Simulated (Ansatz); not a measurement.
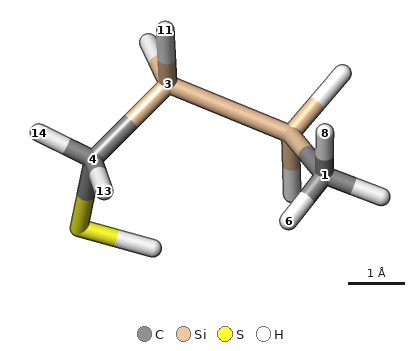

*The input geometry (stick view, seen at a tilt; atoms are numbered from 1 in the order of the input).*

Bond lengths as drawn: C–H 1.09 Å, C–S 1.91 Å, C–Si 1.93 Å, H–S 1.38 Å, H–Si 1.50 to 1.51 Å and Si–Si 2.38 Å.

# C2H10SSi2: nudged elastic band

The run: nudged elastic band of C2H10SSi2. Method and program: RKS B3LYP/6-31G (Ansatz 0.2.0).

One setting was made poor on purpose. It belongs to a series of runs on one base structure; here: band between the two ends. Figures and captions count atoms from 1; the log counts them from 0 in places.

### The program's output
```
Engine: ansatz 0.2.0, x86_64-unknown-linux-gnu
Functional definition: B3LYP
  parameter a0 = 0.2
  parameter ax = 0.72
  parameter ac = 0.81
  exchange = (1 - a0 - ax)*slater_x + ax*b88_x + a0*exact_x
  correlation = (1 - ac)*vwn_rpa_c + ac*lyp_c
1063 factors; integrals over basis functions are off by at most 1.7e-4 eV
mean field evaluation 1: about -28819.0754 eV, gradient 5.0e1 eV
mean field evaluation 2: about -28814.4832 eV, gradient 6.1e1 eV
mean field evaluation 4: about -28825.2568 eV, gradient 2.7e0 eV
mean field evaluation 8: about -28825.2669 eV, gradient 1.6e-2 eV
mean field -28825.26692429 eV, -1059.3090210001 hartree, gradient 2.3e-5 eV, S^2 0.000000; 0 other end points of the search recorded, 0 dependent functions left out
the calculation of the forces begins
reference -28825.26721453 eV, -1059.3090316663 hartree; 33, 33 occupied and 44, 44 virtual orbitals, 1063 factors
1063 factors; integrals over basis functions are off by at most 1.7e-4 eV
mean field evaluation 16: about -28814.4807 eV, gradient 6.1e1 eV
mean field -28825.26692574 eV, -1059.3090210534 hartree, gradient 2.4e-5 eV, S^2 0.000000; 0 other end points of the search recorded, 0 dependent functions left out
the calculation of the forces begins
reference -28825.26721550 eV, -1059.3090317018 hartree; 33, 33 occupied and 44, 44 virtual orbitals, 1063 factors
NEB end point (image 0): max|allowed force component| = 7.531e-3 eV/Å (the criterion of neb.relax_end_points is 1.000e-2)
NEB end point (image 3): max|allowed force component| = 1.187e-2 eV/Å (the criterion of neb.relax_end_points is 1.000e-2)
1063 factors; integrals over basis functions are off by at most 1.7e-4 eV
mean field evaluation 32: about -28825.1730 eV, gradient 2.7e0 eV
mean field -28825.18498451 eV, -1059.3060097687 hartree, gradient 2.9e-5 eV, S^2 0.000000; 0 other end points of the search recorded, 0 dependent functions left out
the calculation of the forces begins
reference -28825.18527319 eV, -1059.3060203775 hartree; 33, 33 occupied and 44, 44 virtual orbitals, 1063 factors
1063 factors; integrals over basis functions are off by at most 1.6e-4 eV
mean field -28825.18106256 eV, -1059.3058656397 hartree, gradient 2.6e-5 eV, S^2 0.000000; 0 other end points of the search recorded, 0 dependent functions left out
the calculation of the forces begins
reference -28825.18135234 eV, -1059.3058762888 hartree; 33, 33 occupied and 44, 44 virtual orbitals, 1063 factors
NEB iter   1: max|band force component| = 9.888e-1 eV/Å  barrier→ = 0.0859 eV  barrier← = 0.0859 eV  Δτ_max = 0.0461 Å  (92 SCF iters)
these checks for a lower state are left out or cut short: starts, cluster_reference, orbital_swaps, neighbouring_geometries, increment
1063 factors; integrals over basis functions are off by at most 1.7e-4 eV
mean field -28825.22689869 eV, -1059.3075500864 hartree, gradient 3.7e-6 eV, S^2 0.000000; 0 other end points of the search recorded, 0 dependent functions left out
the calculation of the forces begins
reference -28825.22718704 eV, -1059.3075606831 hartree; 33, 33 occupied and 44, 44 virtual orbitals, 1063 factors
these checks for a lower state are left out or cut short: starts, cluster_reference, orbital_swaps, neighbouring_geometries, increment
1063 factors; integrals over basis functions are off by at most 1.7e-4 eV
mean field evaluation 64: about -28825.2255 eV, gradient 1.7e0 eV
mean field -28825.22700216 eV, -1059.3075538886 hartree, gradient 2.7e-5 eV, S^2 0.000000; 0 other end points of the search recorded, 0 dependent functions left out
the calculation of the forces begins
reference -28825.22729173 eV, -1059.3075645302 hartree; 33, 33 occupied and 44, 44 virtual orbitals, 1063 factors
NEB iter   2: max|band force component| = 3.056e-1 eV/Å  barrier→ = 0.0400 eV  barrier← = 0.0400 eV  Δτ_max = 0.0364 Å  (51 SCF iters)
these checks for a lower state are left out or cut short: starts, cluster_reference, orbital_swaps, neighbouring_geometries, increment
1063 factors; integrals over basis functions are off by at most 1.7e-4 eV
mean field -28825.22858666 eV, -1059.3076121180 hartree, gradient 3.7e-6 eV, S^2 0.000000; 0 other end points of the search recorded, 0 dependent functions left out
the calculation of the forces begins
reference -28825.22887488 eV, -1059.3076227099 hartree; 33, 33 occupied and 44, 44 virtual orbitals, 1063 factors
these checks for a lower state are left out or cut short: starts, cluster_reference, orbital_swaps, neighbouring_geometries, increment
1063 factors; integrals over basis functions are off by at most 1.7e-4 eV
mean field -28825.22885005 eV, -1059.3076217976 hartree, gradient 3.7e-6 eV, S^2 0.000000; 0 other end points of the search recorded, 0 dependent functions left out
the calculation of the forces begins
reference -28825.22913921 eV, -1059.3076324238 hartree; 33, 33 occupied and 44, 44 virtual orbitals, 1063 factors
NEB iter   3: max|band force component| = 6.860e-2 eV/Å  barrier→ = 0.0383 eV  barrier← = 0.0383 eV  Δτ_max = 0.0158 Å  (54 SCF iters)
these checks for a lower state are left out or cut short: starts, cluster_reference, orbital_swaps, neighbouring_geometries, increment
1063 factors; integrals over basis functions are off by at most 1.7e-4 eV
mean field -28825.23011574 eV, -1059.3076683108 hartree, gradient 2.1e-5 eV, S^2 0.000000; 0 other end points of the search recorded, 0 dependent functions left out
the calculation of the forces begins
reference -28825.23040413 eV, -1059.3076789087 hartree; 33, 33 occupied and 44, 44 virtual orbitals, 1063 factors
these checks for a lower state are left out or cut short: starts, cluster_reference, orbital_swaps, neighbouring_geometries, increment
1063 factors; integrals over basis functions are off by at most 1.7e-4 eV
mean field evaluation 96: about -28825.2303 eV, gradient 1.7e-5 eV
mean field -28825.23034180 eV, -1059.3076766181 hartree, gradient 1.7e-5 eV, S^2 0.000000; 0 other end points of the search recorded, 0 dependent functions left out
the calculation of the forces begins
reference -28825.23063114 eV, -1059.3076872515 hartree; 33, 33 occupied and 44, 44 virtual orbitals, 1063 factors
1063 factors; integrals over basis functions are off by at most 1.7e-4 eV
mean field -28825.23034180 eV, -1059.3076766181 hartree, gradient 1.7e-5 eV, S^2 0.000000; 1 other end points of the search recorded, 0 dependent functions left out
the calculation of the forces begins
reference -28825.23063114 eV, -1059.3076872515 hartree; 33, 33 occupied and 44, 44 virtual orbitals, 1063 factors
1063 factors; integrals over basis functions are off by at most 1.7e-4 eV
mean field evaluation 128: about -28825.2301 eV, gradient 2.6e-5 eV
mean field -28825.23011574 eV, -1059.3076683107 hartree, gradient 2.1e-5 eV, S^2 0.000000; 1 other end points of the search recorded, 0 dependent functions left out
the calculation of the forces begins
reference -28825.23040413 eV, -1059.3076789087 hartree; 33, 33 occupied and 44, 44 virtual orbitals, 1063 factors
NEB iter   4: max|band force component| = 2.019e-2 eV/Å  barrier→ = 0.0368 eV  barrier← = 0.0368 eV  Δτ_max = 0.0000 Å  (90 SCF iters)
```

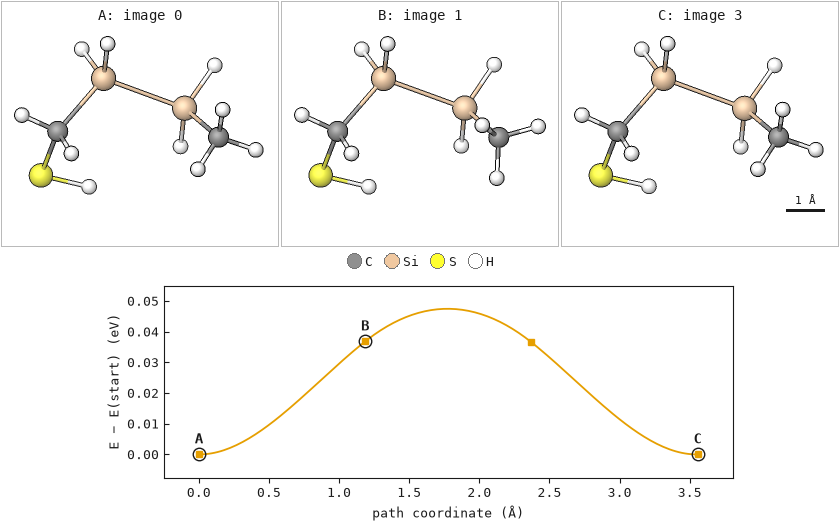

*Images of the last band (counted from 0; ball-and-stick, seen on its broad side) above the energy along the path; the line is a cubic interpolation that uses the forces.*

The highest image is number 1, 0.037 eV above the start and 0.037 eV above the end; start and end have the same energy. The path is 3.56 Å long. The band converged in 4 iterations.

```
Total energy: -28825.23040413 eV, -1059.3076789087 hartree
Atom 0 at    -2.294862    -0.454223    -0.522276 Å, force     0.000108     0.002215    -0.006968 eV/Å
Atom 1 at    -0.502086    -0.979043    -1.012233 Å, force     0.020031    -0.003889     0.001527 eV/Å
Atom 2 at     1.061738    -0.651340     0.749888 Å, force    -0.003420     0.009035    -0.003449 eV/Å
Atom 3 at     1.331198     1.211161     1.193949 Å, force     0.000887    -0.002514    -0.000197 eV/Å
Atom 4 at     2.183573     2.243149    -0.168881 Å, force    -0.000173     0.001812     0.000194 eV/Å
Atom 5 at    -2.530649     0.530210    -0.936781 Å, force     0.004893     0.022627     0.011688 eV/Å
Atom 6 at    -3.018850    -1.173377    -0.916483 Å, force    -0.010491     0.000349    -0.022721 eV/Å
Atom 7 at    -2.417690    -0.408183     0.563626 Å, force    -0.007397    -0.021479     0.017023 eV/Å
Atom 8 at    -0.062211    -0.208647    -2.231569 Å, force    -0.003382    -0.007145    -0.003474 eV/Å
Atom 9 at    -0.465863    -2.436641    -1.389667 Å, force    -0.005079    -0.005716     0.009635 eV/Å
Atom 10 at     0.544555    -1.342029     1.989530 Å, force     0.001343     0.000088    -0.000018 eV/Å
Atom 11 at     2.390359    -1.260920     0.402731 Å, force     0.000716     0.001953    -0.000077 eV/Å
Atom 12 at     0.396347     1.702774     1.473931 Å, force     0.000620    -0.000270    -0.001146 eV/Å
Atom 13 at     2.016690     1.284241     2.042672 Å, force     0.001735     0.002599    -0.000592 eV/Å
Atom 14 at     1.345952     1.891966    -1.208939 Å, force    -0.000391     0.000336    -0.001426 eV/Å
Dipole moment:    -0.457637    -0.169256     0.120581 e Å
this run last wrote the band of iteration 4 to [file]
```

### The last band as extended XYZ (Å, eV, eV/Å)
```
15
Properties=species:S:1:pos:R:3:forces:R:3 image=0 energy=-28825.26692
C    -2.2855   -0.5706   -0.4113   -0.0010   0.0000   0.0040
Si   -0.4944   -1.0978   -0.8834    0.0033   0.0075  -0.0061
Si    1.0914   -0.5375    0.7985   -0.0056  -0.0047   0.0064
C     1.3212    1.3707    1.0133    0.0003  -0.0015  -0.0047
S     2.1129    2.2557   -0.4835   -0.0029  -0.0016  -0.0011
H    -2.3519    0.5136   -0.2744    0.0000  -0.0003   0.0002
H    -2.9844   -0.8594   -1.2031    0.0023  -0.0003  -0.0003
H    -2.5988   -1.0553    0.5190    0.0001   0.0013  -0.0021
H    -0.1023   -0.4393   -2.1821   -0.0041  -0.0026  -0.0023
H    -0.4427   -2.5856   -1.1120    0.0026   0.0007   0.0021
H     0.6204   -1.0912    2.1220    0.0034   0.0011   0.0021
H     2.4281   -1.1511    0.4922    0.0004   0.0002  -0.0005
H     0.3803    1.8692    1.2584   -0.0008   0.0001   0.0009
H     2.0244    1.5605    1.8289   -0.0014  -0.0011  -0.0032
H     1.2594    1.7672   -1.4531    0.0032   0.0014   0.0047
15
Properties=species:S:1:pos:R:3:forces:R:3 image=1 energy=-28825.23012
C    -2.2949   -0.4542   -0.5223    0.0001   0.0022  -0.0070
Si   -0.5021   -0.9790   -1.0122    0.0200  -0.0039   0.0015
Si    1.0617   -0.6513    0.7499   -0.0034   0.0090  -0.0034
C     1.3312    1.2112    1.1939    0.0009  -0.0025  -0.0002
S     2.1836    2.2431   -0.1689   -0.0002   0.0018   0.0002
H    -2.5306    0.5302   -0.9368    0.0049   0.0226   0.0117
H    -3.0189   -1.1734   -0.9165   -0.0105   0.0003  -0.0227
H    -2.4177   -0.4082    0.5636   -0.0074  -0.0215   0.0170
H    -0.0622   -0.2086   -2.2316   -0.0034  -0.0071  -0.0035
H    -0.4659   -2.4366   -1.3897   -0.0051  -0.0057   0.0096
H     0.5446   -1.3420    1.9895    0.0013   0.0001   0.0000
H     2.3904   -1.2609    0.4027    0.0007   0.0020  -0.0001
H     0.3963    1.7028    1.4739    0.0006  -0.0003  -0.0011
H     2.0167    1.2842    2.0427    0.0017   0.0026  -0.0006
H     1.3460    1.8920   -1.2089   -0.0004   0.0003  -0.0014
15
Properties=species:S:1:pos:R:3:forces:R:3 image=2 energy=-28825.23034
C    -2.2896   -0.3365   -0.6175    0.0006  -0.0089  -0.0083
Si   -0.4945   -0.8385   -1.1222    0.0193  -0.0060   0.0004
Si    1.0244   -0.7667    0.7067   -0.0063  -0.0040   0.0000
C     1.3243    1.0349    1.3438    0.0012   0.0000   0.0009
S     2.2366    2.1793    0.1160    0.0004  -0.0019  -0.0007
H    -2.7539    0.2585   -1.4092   -0.0122  -0.0072  -0.0215
H    -2.8995   -1.2302   -0.4574   -0.0031  -0.0130   0.0254
H    -2.3008    0.2528    0.3039    0.0013   0.0288   0.0057
H     0.0087    0.0775   -2.2092    0.0002   0.0113   0.0039
H    -0.4870   -2.2305   -1.6969   -0.0034   0.0051  -0.0089
H     0.4619   -1.5669    1.8571    0.0004  -0.0001  -0.0011
H     2.3472   -1.3698    0.3276   -0.0001  -0.0004   0.0002
H     0.3938    1.5198    1.6492    0.0000  -0.0034   0.0006
H     1.9877    1.0052    2.2124    0.0008  -0.0003   0.0022
H     1.4189    1.9602   -0.9749    0.0007   0.0000   0.0014
15
Properties=species:S:1:pos:R:3:forces:R:3 image=3 energy=-28825.26693
C    -2.2864   -0.3732   -0.5937   -0.0010   0.0119  -0.0049
Si   -0.4980   -0.8862   -1.0912   -0.0008  -0.0059   0.0081
Si    1.0295   -0.7277    0.7254   -0.0029  -0.0022  -0.0045
C     1.3263    1.0940    1.3019    0.0076   0.0078   0.0047
S     2.2273    2.1992    0.0295   -0.0057  -0.0057   0.0019
H    -2.9594   -0.4757   -1.4512   -0.0002  -0.0030   0.0013
H    -2.6608   -1.0064    0.2169    0.0009  -0.0033   0.0007
H    -2.3158    0.6689   -0.2588    0.0007  -0.0048   0.0009
H    -0.0254   -0.0165   -2.2283    0.0034   0.0022  -0.0036
H    -0.4927   -2.3065   -1.5930   -0.0013   0.0025   0.0002
H     0.4768   -1.4965    1.9018    0.0023   0.0043  -0.0003
H     2.3536   -1.3358    0.3589    0.0000  -0.0017   0.0004
H     0.3959    1.5857    1.5966    0.0018  -0.0036  -0.0010
H     1.9957    1.0952    2.1668   -0.0068   0.0006  -0.0105
H     1.4115    1.9306   -1.0521    0.0023   0.0010   0.0067
```

The run was set up as follows.

### Input
```yaml
crystal:
  periodic: [false, false, false]
  atoms:
    - { symbol: C, position_ang: [-2.285505, -0.570624, -0.411251] }
    - { symbol: Si, position_ang: [-0.494376, -1.097807, -0.883357] }
    - { symbol: Si, position_ang: [1.09136, -0.537475, 0.798477] }
    - { symbol: C, position_ang: [1.321229, 1.370657, 1.013292] }
    - { symbol: S, position_ang: [2.112949, 2.255689, -0.483466] }
    - { symbol: H, position_ang: [-2.351937, 0.513613, -0.274423] }
    - { symbol: H, position_ang: [-2.984414, -0.859396, -1.203073] }
    - { symbol: H, position_ang: [-2.598848, -1.055263, 0.519006] }
    - { symbol: H, position_ang: [-0.102281, -0.439304, -2.182105] }
    - { symbol: H, position_ang: [-0.44268, -2.585567, -1.11205] }
    - { symbol: H, position_ang: [0.620371, -1.091248, 2.122029] }
    - { symbol: H, position_ang: [2.428132, -1.151065, 0.492183] }
    - { symbol: H, position_ang: [0.38034, 1.869247, 1.258405] }
    - { symbol: H, position_ang: [2.02444, 1.560462, 1.828917] }
    - { symbol: H, position_ang: [1.25942, 1.767181, -1.453087] }
basis:
  gaussian: { orbitals: "6-31G" }
hamiltonian:
  xc: b3lyp
neb:
  order_check: false
  images: 2
  f_tol: 0.05
  max_iterations: 60
  initial_path: idpp
  climbing: false
  final_atoms:
    - { symbol: C, position_ang: [-2.28746189, -0.54657117, -0.43578125] }
    - { symbol: Si, position_ang: [-0.49729764, -1.04489524, -0.94170624] }
    - { symbol: Si, position_ang: [1.09077211, -0.57982657, 0.76718212] }
    - { symbol: C, position_ang: [1.32166458, 1.31360905, 1.08446005] }
    - { symbol: S, position_ang: [2.11791522, 2.27595808, -0.36196054] }
    - { symbol: H, position_ang: [-2.98784297, -0.79135401, -1.24102595] }
    - { symbol: H, position_ang: [-2.59892037, -1.08098398, 0.46722108] }
    - { symbol: H, position_ang: [-2.35391844, 0.52879575, -0.24024614] }
    - { symbol: H, position_ang: [-0.11197071, -0.31572917, -2.20375506] }
    - { symbol: H, position_ang: [-0.44312349, -2.51794941, -1.25157548] }
    - { symbol: H, position_ang: [0.62228345, -1.20716148, 2.05853578] }
    - { symbol: H, position_ang: [2.42726353, -1.17459275, 0.42465287] }
    - { symbol: H, position_ang: [0.38092874, 1.80019815, 1.35358184] }
    - { symbol: H, position_ang: [2.02364047, 1.45899561, 1.91058093] }
    - { symbol: H, position_ang: [1.27426741, 1.83060714, -1.36066701] }
```

Launch command:
```bash
ansatz run input.yaml --threads 1 --pin off --max-ram 2048MiB --backend cpu --events-out ev --progress --plain --runs-dir out
```

### Results in brief

```json
{"quantity": "outcome", "value": "converged"}
{"quantity": "barrier, forward", "value": "0.037 eV"}
{"quantity": "barrier, backward", "value": "0.037 eV"}
{"quantity": "hardware", "value": "1 thread of Intel Xeon (Emerald Rapids), 360 GiB of memory available, shared host"}
{"quantity": "wall time", "value": "58 s"}
{"quantity": "peak memory", "value": "0.23 GiB"}
```

A deliberately poor setting: few images. The order of the saddle point was not checked.
